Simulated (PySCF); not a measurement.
# Run report: C₄H₁₀FGeP, spin–spin coupling calculation

The run: spin–spin coupling calculation of C₄H₁₀FGeP. Method and program: LDA/pcSseg-1 indirect spin-spin coupling, non-relativistic, gas phase (PySCF 2.14.0).

Some settings of this run were made unusual or wrong on purpose. The geometry comes from this level: GFN2-xTB. Figures and captions count atoms from 1; the log counts them from 0 in places.

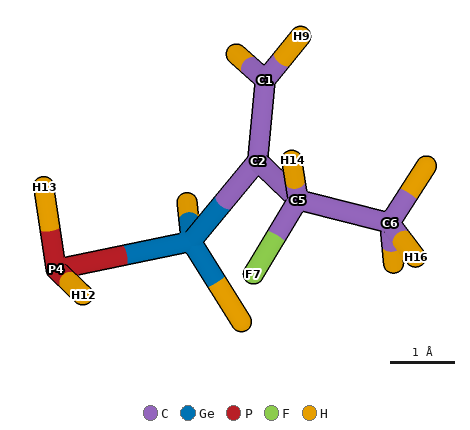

Fig. 1: The input geometry (stick view, seen at a tilt; atoms are numbered from 1 in the order of the input). Sticks mark near contacts.

## What the run reported

```json
{"quantity": "outcome", "value": "converged"}
{"quantity": "total energy", "value": "−2669.857551 hartree"}
{"quantity": "HOMO", "value": "−6.31 eV"}
{"quantity": "LUMO", "value": "−1.72 eV"}
{"quantity": "dipole moment", "value": "2.66 D"}
{"quantity": "hardware", "value": "1 CPU thread, shared host"}
{"quantity": "wall time", "value": "45 s"}
{"quantity": "peak memory", "value": "0.78 GiB"}
```

## Diagnosis

Some settings of this run were drawn to be unusual or wrong. It converged; results that depend on the unusual settings are not reference values. Spin–orbit coupling is left out, which matters for the heavy atoms.

## Input file
```
{"job": {"kind": "j", "xc": "LDA", "basis": "pcSseg-1", "scf": {"max_cycle": 57}}, "charge": 0, "multiplicity": 1}
C     -0.091621    -0.383278     1.916862
C     -0.014584    -0.144474     0.619357
Ge     1.349354    -0.951925    -0.559635
P      3.202913     0.328067    -1.014326
C     -0.952009     0.782035    -0.086564
C     -2.253417     0.092807    -0.460476
F     -0.315551     1.184718    -1.264616
H      0.587421    -1.073068     2.391668
H     -0.829035     0.083955     2.553547
H      1.787933    -2.218899     0.145362
H      0.678073    -1.406032    -1.831093
H      2.451372     1.380330    -1.510238
H      3.224097     0.866133     0.266463
H     -1.137006     1.704466     0.478477
H     -2.033999    -0.805387    -1.034528
H     -2.870181     0.756395    -1.061932
H     -2.790759    -0.183812     0.441762
```

The first line tells a small driver script what to run in PySCF; the rest is the geometry in Å.

Launch command:
```bash
OMP_NUM_THREADS=1 python <driver script> task.json out
```

## The program's output
```
final grid: 135120 points
cycle   1  E = -2669.6965845440  dE = -1.588e-01  |g| = 1.309e+00  |ddm| = 3.813e+00
cycle   2  E = -2669.4923381424  dE =  2.042e-01  |g| = 1.695e+00  |ddm| = 1.838e+00
cycle   3  E = -2669.8463706887  dE = -3.540e-01  |g| = 2.334e-01  |ddm| = 1.357e+00
cycle   4  E = -2669.8557500725  dE = -9.379e-03  |g| = 1.009e-01  |ddm| = 2.867e-01
cycle   5  E = -2669.8571909206  dE = -1.441e-03  |g| = 3.734e-02  |ddm| = 1.019e-01
cycle   6  E = -2669.8575083301  dE = -3.174e-04  |g| = 1.272e-02  |ddm| = 4.060e-02
cycle   7  E = -2669.8575457203  dE = -3.739e-05  |g| = 4.278e-03  |ddm| = 1.429e-02
cycle   8  E = -2669.8575506042  dE = -4.884e-06  |g| = 7.979e-04  |ddm| = 5.564e-03
cycle   9  E = -2669.8575507485  dE = -1.443e-07  |g| = 3.342e-04  |ddm| = 1.182e-03
cycle  10  E = -2669.8575507766  dE = -2.810e-08  |g| = 6.163e-05  |ddm| = 4.532e-04
cycle  11  E = -2669.8575507778  dE = -1.154e-09  |g| = 2.426e-05  |ddm| = 1.381e-04
cycle  12  E = -2669.8575507779  dE = -1.601e-10  |g| = 1.010e-05  |ddm| = 3.962e-05
converged SCF energy = -2669.8575507779

Indirect spin-spin couplings (Hz)
  i      j    bonds     total        FC       PSO       DSO        SD
  0 C    1 C    1     82.216    91.789    -9.858     0.284         -
  0 C    3 P    3     -0.028    -0.289     0.267    -0.091     0.085
  0 C    4 C    2      3.242     3.371    -0.164     0.036         -
  0 C    5 C    3      1.933     1.900     0.036    -0.003         -
  0 C    6 F    3     11.328    12.329    -0.523    -0.279    -0.198
  0 C    7 H    1    144.367   142.949     0.591     0.826         -
  0 C    8 H    1    138.308   136.930     0.592     0.786         -
  0 C    9 H    3      1.360     1.418    -0.153     0.095         -
  0 C   10 H    3      4.114     4.512     0.205    -0.603         -
  0 C   11 H    4     -0.209    -0.131     0.101    -0.179         -
  0 C   13 H    3      3.482     3.617    -0.220     0.085         -
  0 C   15 H    4      0.392     0.453     0.237    -0.298         -
  0 C   16 H    4      0.390     0.382    -0.184     0.191         -
  1 C    3 P    2     -1.942    -0.842    -0.926    -0.091    -0.083
  1 C    4 C    1     49.089    50.632    -1.943     0.399         -
  1 C    5 C    2      0.166     0.283    -0.202     0.085         -
  1 C    6 F    2     39.201    41.241    -2.896     0.365     0.491
  1 C    7 H    2     -0.628     0.973    -1.487    -0.114         -
  1 C    8 H    2     -0.221     1.554    -1.569    -0.206         -
  1 C    9 H    2      7.399     7.889    -0.198    -0.292         -
  1 C   10 H    2      2.716     3.177    -0.081    -0.379         -
  1 C   11 H    3      0.622     0.648    -0.106     0.080         -
  1 C   12 H    3      2.113     2.004    -0.133     0.242         -
  1 C   13 H    2      1.701     1.715    -0.209     0.196         -
  1 C   14 H    3      3.397     3.182    -0.167     0.381         -
  1 C   15 H    3      6.538     6.496     0.313    -0.271         -
  1 C   16 H    3      0.321     0.179    -0.102     0.244         -
  3 P    4 C    3     -0.350    -0.089    -0.148    -0.071    -0.043
  3 P    5 C    4      0.200     0.253     0.087    -0.106    -0.034
  3 P    6 F    4     -7.783    -9.048    -1.371     0.111     2.525
  3 P    7 H    4     -0.380    -0.005     0.025    -0.245    -0.155
  3 P    8 H    4     -0.304    -0.299     0.273    -0.414     0.137
  3 P    9 H    2     24.645    25.316     0.069    -0.699    -0.041
  3 P   10 H    2     15.275    15.903     0.143    -0.763    -0.009
  3 P   11 H    1    142.367   134.215     6.601     0.807     0.745
  3 P   12 H    1    134.447   125.589     7.319     0.781     0.758
  3 P   13 H    4     -0.523    -0.197     0.070    -0.258    -0.138
  3 P   14 H    5     -0.244     0.051     0.121    -0.399    -0.017
  3 P   16 H    5     -0.176     0.017     0.260    -0.443    -0.010
  4 C    5 C    1     40.801    41.600    -1.078     0.279         -
  4 C    6 F    1   -200.179  -254.902    32.271     1.110    21.342
  4 C    7 H    3     10.324    10.366     0.283    -0.325         -
  4 C    8 H    3      6.467     6.370    -0.144     0.241         -
  4 C    9 H    3      1.350     1.767     0.187    -0.604         -
  4 C   10 H    3     -0.008    -0.010    -0.061     0.063         -
  4 C   13 H    1    144.791   143.801    -0.412     1.402         -
  4 C   14 H    2     -3.263    -3.222    -0.176     0.135         -
  4 C   15 H    2     -2.695    -2.611    -0.141     0.057         -
  4 C   16 H    2      3.356     3.228     0.013     0.116         -
  5 C    6 F    2     22.568    22.319    -0.740     0.074     0.915
  5 C    7 H    4     -1.157    -1.144     0.232    -0.246         -
  5 C    8 H    4     -0.956    -0.996    -0.016     0.057         -
  5 C    9 H    4     -0.274    -0.073     0.119    -0.320         -
  5 C   13 H    2      0.910     1.054    -0.068    -0.076         -
  5 C   14 H    1    122.253   120.138     1.259     0.857         -
  5 C   15 H    1    121.376   119.272     1.328     0.776         -
  5 C   16 H    1    119.206   117.027     1.395     0.785         -
  6 F    7 H    4      0.328     0.529     1.002    -1.345     0.142
  6 F    8 H    4     -1.282    -0.878     0.709    -0.987    -0.126
  6 F    9 H    4     19.316    21.805     0.749    -3.221    -0.016
  6 F   10 H    4      6.979     6.802    -1.395     1.455     0.118
  6 F   11 H    5      2.622     2.079    -1.751     2.220     0.074
  6 F   12 H    5     -0.235     0.050    -0.464     0.148     0.030
  6 F   13 H    2     44.845    39.690     8.613    -0.211    -3.247
  6 F   14 H    3      7.113     6.363     0.767     0.328    -0.345
  6 F   15 H    3      7.317     5.788     1.614     0.293    -0.378
  6 F   16 H    3     42.933    44.412     0.372    -1.706    -0.145
  7 H    8 H    2     -0.105    -0.339     3.219    -2.985         -
  7 H    9 H    4      0.731    -0.367    -1.089     2.186         -
  7 H   10 H    4     -1.122     0.532     0.763    -2.416         -
  7 H   11 H    5     -0.465     0.044     0.426    -0.934         -
  7 H   12 H    5      0.408     0.102    -0.391     0.696         -
  7 H   13 H    4     -1.326    -1.204     1.212    -1.334         -
  7 H   15 H    5     -0.469    -0.270     1.197    -1.397         -
  8 H    9 H    4     -0.611    -0.399     0.880    -1.091         -
  8 H   10 H    4      0.983     1.851     1.010    -1.877         -
  8 H   11 H    5     -0.151     0.063     0.503    -0.717         -
  8 H   12 H    5      0.336     0.253     0.275    -0.192         -
  8 H   13 H    4     -0.721    -1.045    -1.010     1.334         -
  8 H   15 H    5     -0.347    -0.300     0.690    -0.737         -
  8 H   16 H    5      0.245    -0.055    -1.098     1.397         -
  9 H   10 H    2      0.662     3.359     0.838    -3.535         -
  9 H   11 H    3      5.442     8.032     1.084    -3.674         -
  9 H   12 H    3     -1.171    -0.465     0.212    -0.918         -
  9 H   13 H    4     -0.990     0.110     1.094    -2.193         -
  9 H   14 H    5     -0.716    -0.044     0.019    -0.691         -
  9 H   15 H    5     -0.508     0.244     0.846    -1.598         -
  9 H   16 H    5     -0.271     0.158     0.430    -0.860         -
 10 H   11 H    3      0.427     0.837     0.016    -0.426         -
 10 H   12 H    3      4.667     7.256     1.070    -3.659         -
 10 H   13 H    4     -0.904    -0.459     1.213    -1.658         -
 10 H   14 H    5      1.160    -0.115    -1.455     2.730         -
 10 H   15 H    5      0.251    -0.071     0.308     0.014         -
 10 H   16 H    5      0.155     0.051     0.472    -0.368         -
 11 H   12 H    2     -6.551    -6.964     0.538    -0.125         -
 11 H   13 H    5      0.370     0.124     0.050     0.196         -
 11 H   14 H    6     -0.157    -0.006     0.265    -0.415         -
 11 H   16 H    6     -0.178    -0.016     0.635    -0.797         -
 12 H   13 H    5      0.217     0.076    -0.051     0.191         -
 12 H   14 H    6     -0.489     0.006     0.478    -0.973         -
 12 H   15 H    6     -0.208     0.037     0.566    -0.811         -
 12 H   16 H    6     -0.231    -0.003     0.499    -0.727         -
 13 H   14 H    3      8.136     8.367     2.304    -2.536         -
 13 H   15 H    3      2.148     2.056     0.219    -0.127         -
 13 H   16 H    3      0.787     0.648     0.237    -0.098         -
 14 H   15 H    2     -6.629    -6.754     2.314    -2.188         -
 14 H   16 H    2     -7.607    -7.759     2.326    -2.174         -
 15 H   16 H    2     -7.382    -7.408     2.481    -2.455         -
```
